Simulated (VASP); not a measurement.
Band structure of BaTiO3 (cubic perovskite). These are vdW-DF2, VASP's PBE PAW potentials (set 64) (plane waves; VASP) values and carry that method's errors.

Unless said otherwise, spin-orbit coupling is left out, though it shifts the bands of the heavy elements here.

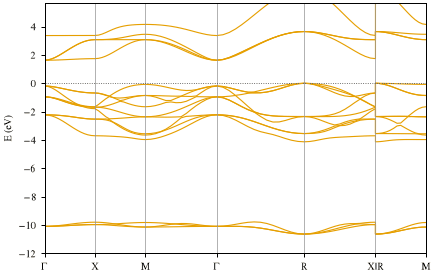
Bands along high-symmetry lines, zero at the valence-band maximum or, without a gap, the Fermi level

Read the plot: is there a gap, and where are the band edges?

The gap is indirect, 1.62 eV, from the valence maximum at R to the conduction minimum at Γ. (Edges off the drawn lines would not show.)

Measured: gap 3.20 eV (computed value off by -1.58 eV), as given by Yu-ichiro Matsushita et al., Physical Review B (2011), arXiv:1104.2769.

The compound is BaTiO3 in the cubic perovskite structure, the ideal cubic form; the compound distorts at low or room temperature. It was relaxed first, which changed the volume by +8 %.
